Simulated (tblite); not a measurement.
Geometry relaxation of C$_{5}$H$_{11}$F$_{3}$Si$_{2}$ (part 2 of 2)

Continued. System: C$_{5}$H$_{11}$F$_{3}$Si$_{2}$. Method: GFN2-xTB geometry optimisation, gas phase (tblite 0.8.0). It belongs to a series of runs on one base structure; here: H on C replaced by CF3.

Geometry of the input (Å):
```
C  2.3765  0.5325  -0.2802
Si 1.0233  -0.0346  0.8325
Si 0.3805  -2.2180  0.2461
C  -1.4019  -1.6577  -0.1776
C  -1.4256  -0.1880  -0.5948
C  -0.7106  0.7036  0.4436
C  -0.6432  2.1523  -0.0144
F  0.0192  2.2855  -1.1779
F  -0.0271  2.9304  0.9032
F  -1.8955  2.6400  -0.1838
H  2.5990  1.5887  -0.1073
H  3.2863  -0.0367  -0.1222
H  2.0838  0.4322  -1.3225
H  1.3549  0.0847  2.2857
H  1.0901  -2.6546  -0.9737
H  0.4052  -3.1777  1.3846
H  -2.0246  -1.7930  0.7256
H  -1.8161  -2.3048  -0.9600
H  -0.9450  -0.0786  -1.5794
H  -2.4593  0.1424  -0.7156
H  -1.2789  0.6683  1.3877
```

### Trajectory as extended XYZ, continued
```
21
Properties=species:S:1:pos:R:3:forces:R:3 step=28 energy=-924.48418
C     2.4011    0.6093   -0.2862    0.0010   0.0190   0.0060
Si    1.0506   -0.0910    0.8522    0.0140   0.0160  -0.0280
Si    0.3608   -2.2295    0.2674   -0.0280  -0.0140  -0.0190
C    -1.4231   -1.6782   -0.1653   -0.0230  -0.0200   0.0180
C    -1.4117   -0.2076   -0.5792   -0.0080  -0.0240  -0.0270
C    -0.6975    0.6553    0.4651   -0.0040  -0.0160  -0.0190
C    -0.6317    2.0776    0.0056    0.0120  -0.0010   0.0250
F     0.0107    2.2366   -1.1663   -0.0270  -0.0200   0.0020
F     0.0140    2.8670    0.8868    0.0130   0.0320   0.0120
F    -1.8462    2.6427   -0.1681    0.0220   0.0070   0.0000
H     2.5868    1.6615   -0.0882    0.0070   0.0020  -0.0060
H     3.3335    0.0729   -0.1323   -0.0110   0.0280  -0.0020
H     2.1367    0.5171   -1.3368   -0.0060  -0.0040   0.0260
H     1.3487    0.3155    2.2345   -0.0010  -0.0250   0.0100
H     0.9970   -2.7864   -0.9358    0.0050  -0.0180   0.0210
H     0.3260   -3.2919    1.2764    0.0090   0.0040  -0.0040
H    -2.0701   -1.7935    0.7051   -0.0070  -0.0090   0.0380
H    -1.8705   -2.2734   -0.9601    0.0110   0.0050  -0.0100
H    -0.8956   -0.1050   -1.5374    0.0140   0.0140  -0.0230
H    -2.4364    0.1499   -0.7223   -0.0020   0.0110  -0.0060
H    -1.2919    0.6680    1.3844    0.0110   0.0120  -0.0130
21
Properties=species:S:1:pos:R:3:forces:R:3 step=30 energy=-924.48516
C     2.4017    0.6178   -0.2848    0.0030   0.0190  -0.0030
Si    1.0516   -0.0939    0.8495    0.0450   0.0140  -0.0120
Si    0.3551   -2.2325    0.2684   -0.0160   0.0140  -0.0040
C    -1.4284   -1.6793   -0.1643   -0.0120  -0.0320   0.0190
C    -1.4127   -0.2102   -0.5823    0.0010  -0.0150  -0.0200
C    -0.6962    0.6509    0.4622    0.0040   0.0170  -0.0110
C    -0.6257    2.0739    0.0066   -0.0180   0.0130   0.0030
F     0.0089    2.2355   -1.1684    0.0060  -0.0280  -0.0100
F     0.0244    2.8616    0.8864    0.0100   0.0090   0.0060
F    -1.8397    2.6407   -0.1619   -0.0110   0.0300   0.0110
H     2.5816    1.6721   -0.0862   -0.0080  -0.0340  -0.0070
H     3.3387    0.0877   -0.1313   -0.0390   0.0340  -0.0040
H     2.1375    0.5247   -1.3360    0.0070   0.0000   0.0430
H     1.3558    0.3084    2.2332   -0.0180  -0.0280  -0.0110
H     0.9933   -2.7880   -0.9328    0.0080  -0.0330   0.0050
H     0.3202   -3.2904    1.2816    0.0090  -0.0020  -0.0050
H    -2.0748   -1.7924    0.7075   -0.0030  -0.0030   0.0170
H    -1.8753   -2.2753   -0.9589    0.0020   0.0020  -0.0020
H    -0.8964   -0.1114   -1.5407    0.0240   0.0130  -0.0200
H    -2.4358    0.1501   -0.7282   -0.0090   0.0150   0.0050
H    -1.2927    0.6671    1.3798    0.0150  -0.0030   0.0010
21
Properties=species:S:1:pos:R:3:forces:R:3 step=32 energy=-924.48583
C     2.4019    0.6247   -0.2836   -0.0060   0.0030   0.0010
Si    1.0545   -0.0953    0.8467    0.0010  -0.0070   0.0040
Si    0.3503   -2.2340    0.2688    0.0180   0.0170   0.0070
C    -1.4329   -1.6814   -0.1628    0.0040   0.0050  -0.0030
C    -1.4132   -0.2127   -0.5853    0.0090   0.0120   0.0050
C    -0.6949    0.6483    0.4597    0.0060   0.0170  -0.0010
C    -0.6224    2.0721    0.0074   -0.0210   0.0120  -0.0160
F     0.0078    2.2327   -1.1703    0.0140  -0.0150  -0.0040
F     0.0322    2.8584    0.8863   -0.0010  -0.0140  -0.0150
F    -1.8357    2.6414   -0.1568   -0.0170   0.0370   0.0130
H     2.5775    1.6785   -0.0849   -0.0120   0.0030   0.0020
H     3.3406    0.1000   -0.1308   -0.0050   0.0080   0.0040
H     2.1384    0.5301   -1.3336    0.0000   0.0020  -0.0010
H     1.3595    0.3025    2.2316   -0.0220  -0.0260  -0.0110
H     0.9909   -2.7917   -0.9301    0.0020  -0.0350   0.0020
H     0.3165   -3.2899    1.2845    0.0070   0.0000  -0.0060
H    -2.0784   -1.7920    0.7104   -0.0020   0.0020  -0.0070
H    -1.8785   -2.2767   -0.9583   -0.0110  -0.0080   0.0080
H    -0.8954   -0.1151   -1.5440    0.0110  -0.0020   0.0040
H    -2.4355    0.1511   -0.7320    0.0060   0.0060   0.0060
H    -1.2921    0.6660    1.3768    0.0190  -0.0160   0.0070
21
Properties=species:S:1:pos:R:3:forces:R:3 step=35 energy=-924.48666
C     2.4009    0.6327   -0.2822   -0.0030  -0.0080  -0.0020
Si    1.0572   -0.0977    0.8431   -0.0400   0.0040  -0.0140
Si    0.3478   -2.2342    0.2698    0.0110  -0.0250  -0.0150
C    -1.4368   -1.6826   -0.1615    0.0200   0.0240  -0.0130
C    -1.4125   -0.2140   -0.5880    0.0010   0.0050   0.0130
C    -0.6929    0.6475    0.4565   -0.0120  -0.0130   0.0030
C    -0.6215    2.0718    0.0060    0.0120  -0.0050   0.0000
F     0.0081    2.2275   -1.1730   -0.0280   0.0180  -0.0040
F     0.0411    2.8529    0.8835    0.0020   0.0030  -0.0120
F    -1.8330    2.6482   -0.1493    0.0220   0.0080  -0.0120
H     2.5702    1.6865   -0.0825   -0.0160   0.0300   0.0090
H     3.3424    0.1151   -0.1294    0.0250  -0.0140   0.0100
H     2.1394    0.5368   -1.3316   -0.0060   0.0040  -0.0330
H     1.3601    0.2918    2.2285   -0.0140  -0.0130   0.0260
H     0.9878   -2.8013   -0.9265   -0.0090  -0.0200   0.0130
H     0.3133   -3.2890    1.2869    0.0070   0.0060  -0.0030
H    -2.0828   -1.7909    0.7121    0.0100   0.0110  -0.0180
H    -1.8835   -2.2796   -0.9558   -0.0020   0.0030   0.0160
H    -0.8927   -0.1196   -1.5466   -0.0050  -0.0070   0.0230
H    -2.4338    0.1532   -0.7355    0.0170  -0.0020   0.0010
H    -1.2879    0.6619    1.3748    0.0080  -0.0100   0.0120
21
Properties=species:S:1:pos:R:3:forces:R:3 step=37 energy=-924.48728
C     2.4002    0.6393   -0.2813    0.0060   0.0020  -0.0120
Si    1.0564   -0.0997    0.8396    0.0020   0.0130  -0.0110
Si    0.3467   -2.2356    0.2695   -0.0130  -0.0240  -0.0170
C    -1.4387   -1.6822   -0.1613    0.0150  -0.0060   0.0010
C    -1.4118   -0.2145   -0.5894   -0.0040  -0.0090   0.0010
C    -0.6922    0.6465    0.4541   -0.0110  -0.0050   0.0110
C    -0.6201    2.0712    0.0048    0.0170  -0.0050   0.0120
F     0.0063    2.2250   -1.1758   -0.0370   0.0240  -0.0180
F     0.0490    2.8484    0.8801    0.0160   0.0160   0.0060
F    -1.8293    2.6548   -0.1437    0.0260  -0.0160  -0.0220
H     2.5629    1.6952   -0.0804   -0.0220  -0.0110   0.0020
H     3.3455    0.1269   -0.1273   -0.0060   0.0000   0.0040
H     2.1396    0.5424   -1.3319    0.0110   0.0080  -0.0050
H     1.3594    0.2796    2.2280   -0.0160  -0.0070   0.0220
H     0.9852   -2.8112   -0.9224   -0.0060  -0.0180  -0.0020
H     0.3119   -3.2872    1.2893    0.0040   0.0000   0.0080
H    -2.0855   -1.7890    0.7120    0.0210   0.0170  -0.0080
H    -1.8882   -2.2817   -0.9523    0.0110   0.0150   0.0040
H    -0.8910   -0.1241   -1.5474    0.0010   0.0040   0.0090
H    -2.4314    0.1550   -0.7384   -0.0030  -0.0010  -0.0030
H    -1.2840    0.6579    1.3739   -0.0110   0.0020   0.0180
21
Properties=species:S:1:pos:R:3:forces:R:3 step=39 energy=-924.48778
C     2.3999    0.6439   -0.2814   -0.0020   0.0030  -0.0070
Si    1.0558   -0.1002    0.8364    0.0290  -0.0100   0.0110
Si    0.3453   -2.2382    0.2682   -0.0020   0.0030   0.0020
C    -1.4388   -1.6819   -0.1613   -0.0010  -0.0150   0.0060
C    -1.4114   -0.2152   -0.5901    0.0000   0.0010  -0.0030
C    -0.6924    0.6457    0.4533    0.0060   0.0100   0.0140
C    -0.6182    2.0706    0.0046    0.0040   0.0040   0.0050
F     0.0024    2.2247   -1.1791   -0.0120   0.0090  -0.0140
F     0.0556    2.8463    0.8779    0.0200   0.0080   0.0030
F    -1.8251    2.6586   -0.1413   -0.0040  -0.0190  -0.0050
H     2.5563    1.7009   -0.0789   -0.0150  -0.0270  -0.0030
H     3.3473    0.1350   -0.1255   -0.0240   0.0120  -0.0020
H     2.1404    0.5469   -1.3327    0.0200   0.0090   0.0090
H     1.3572    0.2703    2.2292   -0.0190  -0.0060  -0.0060
H     0.9830   -2.8201   -0.9197   -0.0010  -0.0200  -0.0200
H     0.3115   -3.2861    1.2912    0.0000  -0.0040   0.0140
H    -2.0858   -1.7865    0.7115    0.0170   0.0110   0.0160
H    -1.8908   -2.2821   -0.9497    0.0100   0.0100  -0.0170
H    -0.8896   -0.1268   -1.5471    0.0080   0.0130  -0.0070
H    -2.4298    0.1562   -0.7406   -0.0160  -0.0050  -0.0040
H    -1.2819    0.6551    1.3746   -0.0170   0.0130   0.0080
21
Properties=species:S:1:pos:R:3:forces:R:3 step=42 energy=-924.48836
C     2.3984    0.6492   -0.2819   -0.0150  -0.0090   0.0090
Si    1.0578   -0.1030    0.8335   -0.0160  -0.0250   0.0050
Si    0.3441   -2.2415    0.2670    0.0170  -0.0050   0.0010
C    -1.4391   -1.6824   -0.1608   -0.0010   0.0160  -0.0040
C    -1.4107   -0.2157   -0.5909    0.0070   0.0120   0.0040
C    -0.6914    0.6451    0.4538    0.0080   0.0000  -0.0050
C    -0.6151    2.0704    0.0045   -0.0030   0.0010  -0.0090
F    -0.0032    2.2248   -1.1842    0.0160  -0.0100   0.0110
F     0.0660    2.8440    0.8749   -0.0010  -0.0030  -0.0210
F    -1.8208    2.6609   -0.1382   -0.0200  -0.0090   0.0270
H     2.5457    1.7057   -0.0763    0.0000   0.0130   0.0040
H     3.3475    0.1465   -0.1234    0.0080   0.0010   0.0010
H     2.1444    0.5539   -1.3339    0.0040  -0.0020  -0.0130
H     1.3525    0.2605    2.2293   -0.0050  -0.0010  -0.0040
H     0.9789   -2.8331   -0.9190   -0.0100  -0.0060  -0.0050
H     0.3098   -3.2856    1.2951   -0.0010   0.0050   0.0050
H    -2.0844   -1.7822    0.7134    0.0070  -0.0060   0.0180
H    -1.8926   -2.2818   -0.9488    0.0020   0.0040  -0.0110
H    -0.8867   -0.1284   -1.5472    0.0000   0.0150   0.0020
H    -2.4292    0.1564   -0.7435    0.0060  -0.0120   0.0020
H    -1.2809    0.6533    1.3761   -0.0020   0.0220  -0.0190
21
Properties=species:S:1:pos:R:3:forces:R:3 step=44 energy=-924.48869
C     2.3964    0.6519   -0.2816    0.0000  -0.0030   0.0040
Si    1.0583   -0.1068    0.8324   -0.0240   0.0040  -0.0130
Si    0.3446   -2.2436    0.2664   -0.0070  -0.0200  -0.0130
C    -1.4394   -1.6820   -0.1605    0.0150   0.0090  -0.0020
C    -1.4097   -0.2150   -0.5914    0.0040  -0.0040   0.0020
C    -0.6901    0.6450    0.4537   -0.0040  -0.0060  -0.0130
C    -0.6137    2.0704    0.0039    0.0020  -0.0080  -0.0050
F    -0.0052    2.2243   -1.1865    0.0080  -0.0100   0.0040
F     0.0723    2.8427    0.8713   -0.0100   0.0050  -0.0140
F    -1.8200    2.6614   -0.1340   -0.0020  -0.0080   0.0260
H     2.5393    1.7088   -0.0747   -0.0030   0.0100   0.0080
H     3.3476    0.1536   -0.1220    0.0120  -0.0020   0.0050
H     2.1471    0.5577   -1.3350   -0.0080  -0.0080  -0.0030
H     1.3491    0.2532    2.2291    0.0050   0.0030   0.0090
H     0.9759   -2.8412   -0.9193   -0.0130   0.0020   0.0060
H     0.3091   -3.2844    1.2984    0.0000   0.0080  -0.0010
H    -2.0826   -1.7801    0.7161    0.0110  -0.0100  -0.0090
H    -1.8934   -2.2810   -0.9492    0.0010   0.0120   0.0130
H    -0.8851   -0.1278   -1.5475   -0.0040   0.0110   0.0070
H    -2.4288    0.1556   -0.7453    0.0140  -0.0040   0.0070
H    -1.2807    0.6543    1.3752    0.0030   0.0190  -0.0170
21
Properties=species:S:1:pos:R:3:forces:R:3 step=46 energy=-924.48894
C     2.3951    0.6532   -0.2812    0.0110   0.0050  -0.0020
Si    1.0571   -0.1092    0.8313    0.0030   0.0170  -0.0070
Si    0.3449   -2.2461    0.2650   -0.0140  -0.0050  -0.0070
C    -1.4384   -1.6811   -0.1605    0.0130  -0.0080   0.0000
C    -1.4088   -0.2146   -0.5914    0.0010  -0.0090  -0.0030
C    -0.6895    0.6451    0.4530   -0.0030   0.0010  -0.0040
C    -0.6128    2.0701    0.0031    0.0030  -0.0050   0.0000
F    -0.0062    2.2236   -1.1879   -0.0060  -0.0040  -0.0110
F     0.0756    2.8427    0.8679   -0.0050   0.0080   0.0020
F    -1.8201    2.6607   -0.1296    0.0070  -0.0060   0.0090
H     2.5353    1.7110   -0.0736   -0.0060  -0.0090   0.0050
H     3.3481    0.1575   -0.1208   -0.0020   0.0020   0.0050
H     2.1482    0.5592   -1.3357   -0.0090  -0.0080   0.0150
H     1.3465    0.2481    2.2297    0.0050   0.0020  -0.0020
H     0.9735   -2.8471   -0.9194   -0.0070  -0.0020  -0.0030
H     0.3093   -3.2830    1.3006   -0.0010   0.0020   0.0000
H    -2.0801   -1.7794    0.7175    0.0100  -0.0070  -0.0190
H    -1.8937   -2.2794   -0.9489   -0.0030   0.0080   0.0150
H    -0.8842   -0.1261   -1.5472    0.0000   0.0040  -0.0010
H    -2.4279    0.1547   -0.7458    0.0030   0.0050   0.0080
H    -1.2809    0.6569    1.3736   -0.0010   0.0090  -0.0020
21
Properties=species:S:1:pos:R:3:forces:R:3 step=49 energy=-924.48907
C     2.3952    0.6543   -0.2809   -0.0010  -0.0020   0.0060
Si    1.0570   -0.1093    0.8302    0.0050  -0.0050   0.0050
Si    0.3442   -2.2476    0.2641    0.0120   0.0080   0.0030
C    -1.4371   -1.6812   -0.1607   -0.0030   0.0010  -0.0060
C    -1.4081   -0.2149   -0.5917    0.0010   0.0050   0.0000
C    -0.6891    0.6450    0.4525    0.0050   0.0010   0.0040
C    -0.6119    2.0695    0.0026    0.0010   0.0030  -0.0010
F    -0.0074    2.2226   -1.1897   -0.0090   0.0010  -0.0040
F     0.0773    2.8429    0.8664    0.0030   0.0010  -0.0020
F    -1.8194    2.6600   -0.1267   -0.0010   0.0000  -0.0040
H     2.5324    1.7120   -0.0721    0.0000   0.0020   0.0020
H     3.3486    0.1603   -0.1197    0.0030   0.0010   0.0050
H     2.1482    0.5597   -1.3350   -0.0050  -0.0050   0.0050
H     1.3460    0.2466    2.2293    0.0050   0.0010  -0.0060
H     0.9711   -2.8505   -0.9199   -0.0040  -0.0030  -0.0060
H     0.3087   -3.2825    1.3016   -0.0010   0.0010   0.0000
H    -2.0784   -1.7796    0.7169    0.0000  -0.0030   0.0020
H    -1.8945   -2.2784   -0.9478   -0.0060  -0.0070  -0.0060
H    -0.8835   -0.1253   -1.5473   -0.0010  -0.0010  -0.0050
H    -2.4271    0.1546   -0.7452   -0.0020   0.0020   0.0040
H    -1.2810    0.6587    1.3727   -0.0010   0.0010   0.0030
21
Properties=species:S:1:pos:R:3:forces:R:3 step=51 energy=-924.48912
C     2.3952    0.6550   -0.2802   -0.0040  -0.0040   0.0070
Si    1.0575   -0.1098    0.8299   -0.0050  -0.0070   0.0040
Si    0.3446   -2.2476    0.2640    0.0060  -0.0020  -0.0040
C    -1.4368   -1.6814   -0.1612   -0.0040   0.0040  -0.0040
C    -1.4077   -0.2149   -0.5920    0.0000   0.0030   0.0030
C    -0.6885    0.6449    0.4525    0.0010  -0.0010   0.0000
C    -0.6113    2.0694    0.0023   -0.0020   0.0020  -0.0020
F    -0.0089    2.2222   -1.1911   -0.0050   0.0020   0.0010
F     0.0786    2.8429    0.8655    0.0050  -0.0010  -0.0080
F    -1.8189    2.6599   -0.1255   -0.0050   0.0020  -0.0040
H     2.5305    1.7126   -0.0711    0.0030   0.0070   0.0000
H     3.3490    0.1622   -0.1187    0.0070   0.0000   0.0030
H     2.1478    0.5598   -1.3341   -0.0020  -0.0030  -0.0010
H     1.3463    0.2456    2.2286    0.0070   0.0030   0.0060
H     0.9695   -2.8524   -0.9206   -0.0030   0.0000   0.0000
H     0.3081   -3.2820    1.3022    0.0000   0.0030  -0.0030
H    -2.0776   -1.7798    0.7167   -0.0010   0.0000   0.0060
H    -1.8955   -2.2787   -0.9476    0.0000  -0.0050  -0.0080
H    -0.8833   -0.1252   -1.5479   -0.0050  -0.0010   0.0010
H    -2.4268    0.1549   -0.7447    0.0030   0.0000   0.0020
H    -1.2809    0.6593    1.3725    0.0030  -0.0030   0.0000
```

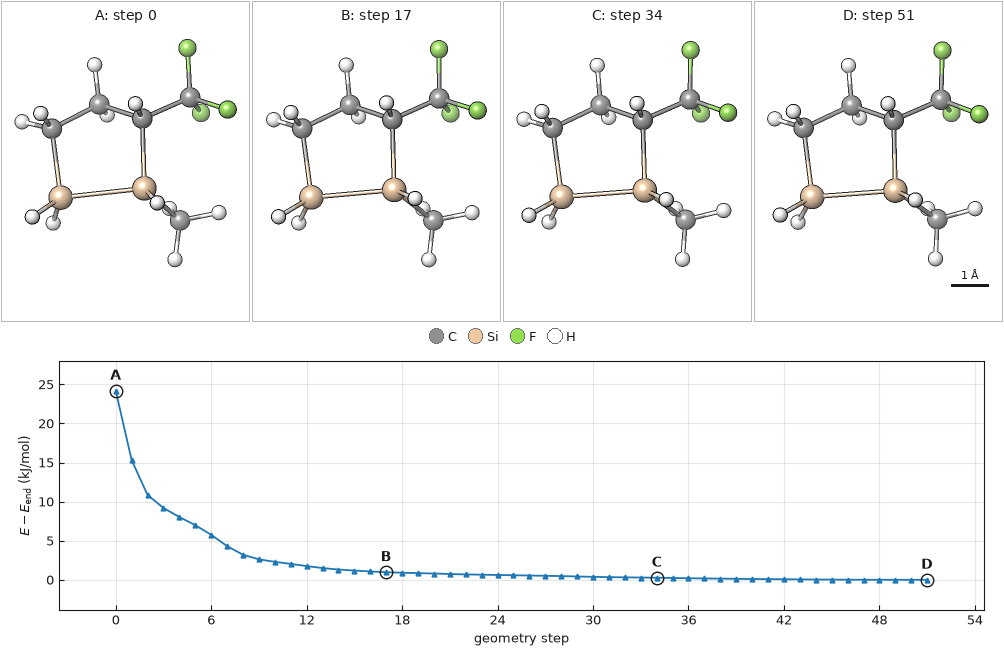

*Frames of the relaxation (ball-and-stick view, seen on its broad side) above the curves, on which the letters mark them (steps are counted from 0).*

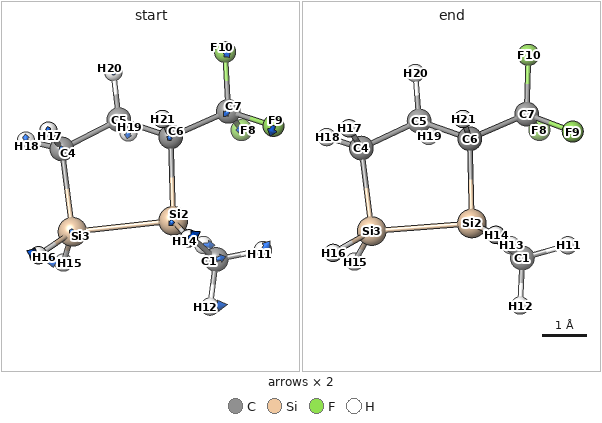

*Before (left) and after (right) the relaxation, at one scale (ball-and-stick view, seen on its broad side). The blue arrows give the displacements, magnified 2 times.*

Over 51 geometry steps the energy falls by 24.2 kJ/mol. Largest force component: 1.3 eV/Å at the start, 0.008 eV/Å at the end. The atom that moves furthest after the best rigid fit is H15 (0.24 Å). Largest moves by element: H 0.24 Å, F 0.14 Å, C 0.12 Å, Si 0.08 Å. Distances before and after: C1–Si2 1.841 → 1.899 Å, Si2–Si3 2.350 → 2.324 Å, C6–C7 1.521 → 1.496 Å, Si2–H14 1.495 → 1.472 Å. Among the angles that change: Si3–Si2–H14 112.2° → 120.9°, H15–Si3–H16 115.6° → 106.9°, C1–Si2–Si3 109.7° → 116.4°. (Atoms are counted from 1 in the order of the input.)

### Results in brief

```tsv
quantity	value
outcome	converged
total energy	−924.4891 eV
hardware	1 CPU thread, shared host
wall time	1.7 s
peak memory	0.18 GiB
```
